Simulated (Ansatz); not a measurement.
C$_{2}$H$_{4}$NSi: several calculations on one system

Part 1: Relaxation

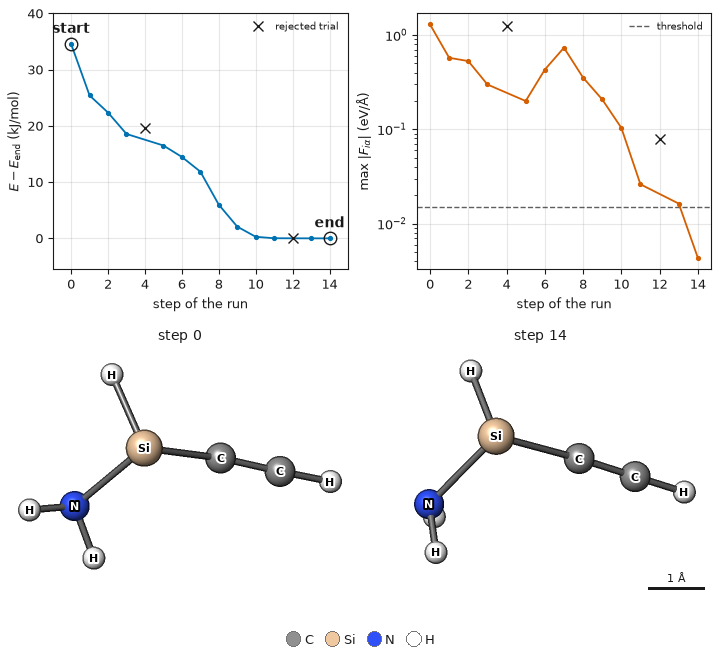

First and last geometry of a relaxation of C₂H₄NSi (charge −1), with the history of the run. Style: ball-and-stick. Shown at a tilt.

The run prepares an end point of a later path (torsion) calculation, from a guessed geometry.

Computed with RKS PBE0-D4/def2-SVP (Ansatz 0.2.0). (no spin polarisation; force threshold 0.015 eV/Å; at most 40 steps)

> Did the run converge, and what did it change?

It converged. After 12 accepted moves (14 points after the start) the energy has fallen by 34.6 kJ/mol. The largest force component goes from 1.3 to 0.0043 eV/Å. The line search rejected the trial steps at points 4, 12 of the run. An H atom moves most after the best rigid fit: 1.16 Å. Largest moves by element: H 1.16 Å, N 0.31 Å, Si 0.28 Å, C 0.21 Å. Among the contacts that change: C–Si 1.863 → 1.925 Å, H–Si 1.515 → 1.547 Å, C–C 1.210 → 1.230 Å, C–H 1.062 → 1.074 Å. Among the angles between lasting bonds that change: C–C–Si 161.7° → 173.5°, C–Si–H 101.2° → 93.5°, C–C–H 175.2° → 179.5°. Groups turn about N–Si by about 95°.

Limits of the set-up: the basis has no diffuse functions, which an anion needs.

Part 2: Relaxation

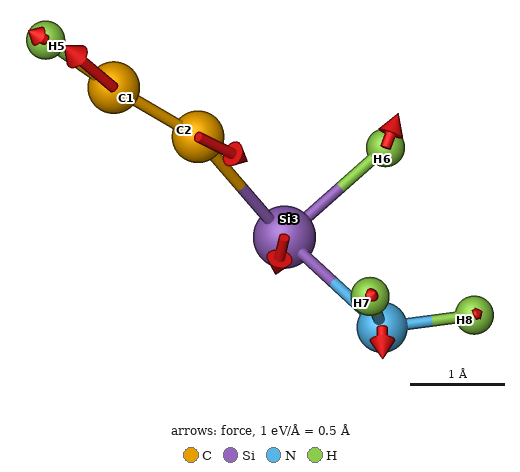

Starting geometry of C₂H₄NSi (charge −1) with the computed forces as red arrows. A ball-and-stick model, seen from a free direction.

The run prepares an end point of a later path (torsion) calculation, from a guessed geometry.

These are results of Ansatz, RKS PBE0-D4/def2-SVP, not measurements.

Input file:
```yaml
crystal:
  periodic: [false, false, false]
  atoms:
    - { symbol: C, position_ang: [-0.09675, 1.96629, -1.20392] }
    - { symbol: C, position_ang: [0.13726, 1.09694, -0.39532] }
    - { symbol: Si, position_ang: [0.93677, -0.34789, 0.46757] }
    - { symbol: "N", position_ang: [-0.47908, -1.49625, 0.54091] }
    - { symbol: H, position_ang: [-0.36783, 2.75492, -1.86088] }
    - { symbol: H, position_ang: [0.88598, 0.10609, 1.91249] }
    - { symbol: H, position_ang: [-1.31485, -1.04824, 0.17923] }
    - { symbol: H, position_ang: [-0.68382, -1.74779, 1.50219] }
total_charge: -1
basis:
  gaussian: { orbitals: def2-SVP }
hamiltonian:
  xc: pbe0
  dispersion: d4
relax:
  f_tol: 0.015
  max_steps: 40
```

Launched with:
```bash
ansatz run input.yaml --threads 1 --pin off --max-ram 2048MiB --backend cpu --events-out ev --progress --plain --runs-dir out
```

### What follows when this structure is relaxed?

It isn't relaxed: the largest force vector, on C1, is 1.80 eV/Å. The final displacements have little in common with the starting forces (cosine between the two patterns 0.03). The largest move after the best rigid fit is that of H8, 0.87 Å. Largest moves by element: H 0.87 Å, N 0.19 Å, C 0.17 Å, Si 0.12 Å. Among the contacts that change: Si3–H6 1.515 → 1.564 Å, C2–Si3 1.863 → 1.909 Å, C1–C2 1.210 → 1.229 Å, C1–H5 1.062 → 1.074 Å. Among the angles between lasting bonds that change: C1–C2–Si3 161.7° → 173.6°, C2–Si3–H6 101.2° → 92.9°, Si3–N4–H7 110.3° → 116.4°. Groups turn about Si3–N4 by about 70°. The energy falls by 0.327 eV in 11 accepted moves (12 points after the start). Largest force component: 1.3 eV/Å at the start, 0.0052 eV/Å at the end. The line search rejected the trial step at point 7 of the run. The run took 31 s on 1 thread of Arm Neoverse V2, with other jobs on the host, peak memory 0.15 GiB.

Limits of the set-up: the basis has no diffuse functions, which an anion needs.

Part 3: Path

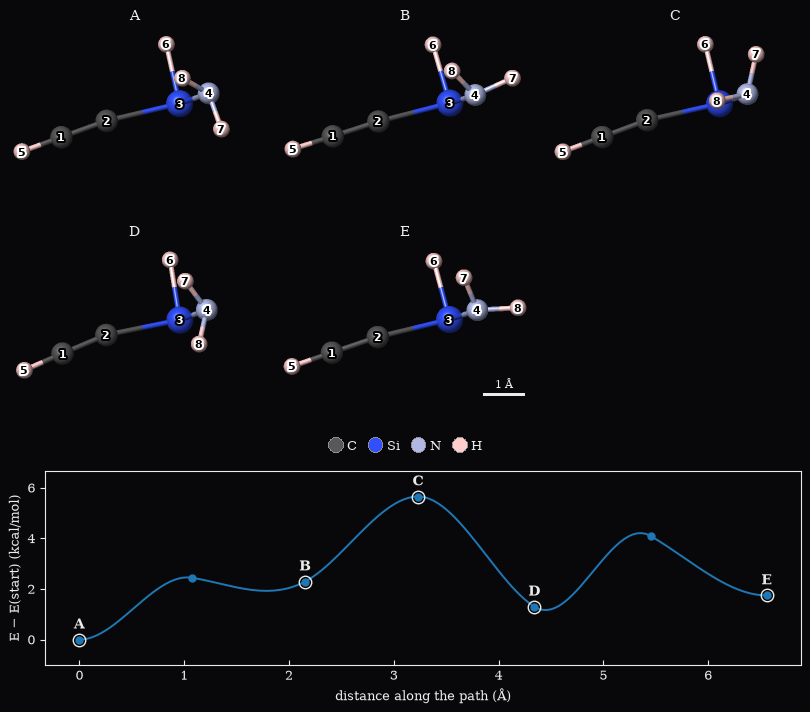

A nudged-elastic-band calculation for C₂H₄NSi (charge −1). Images are numbered from 0 (start) to 6 (end). Frames A to E are images 0, 2, 3, 4, 6. A ball-and-stick model, seen from a free direction.

Theory: RKS PBE0-D4/def2-SVP in Ansatz 0.2.0. Set-up: 5 movable images; climbing image; force threshold 0.05 eV/Å; iteration limit 60; starting path through a guess of the saddle point.

Question: What happens along the path, and what is the barrier?

Answer: Relative to the start the highest point is image 3 at +5.65 kcal/mol and the end lies at +1.75 kcal/mol, but the profile dips to +1.30 kcal/mol at image 4 on the way, so the process runs in steps. The path has more than one stage, and so few images may leave a stage unresolved. No bond forms or breaks between the ends. Bond angles that change up to the highest image, for instance: Si3–N4–H8 113.9° → 108.1°, C2–Si3–N4 100.9° → 98.4°. The band converged in 22 iterations. The largest component of the band force went from 230 to 0.033 eV/Å. The climbing image converged on the top of the path. Its vibrational analysis gives one imaginary mode (315i cm⁻¹), as a transition state must have.

Limits of the set-up: the basis has no diffuse functions, which an anion needs.
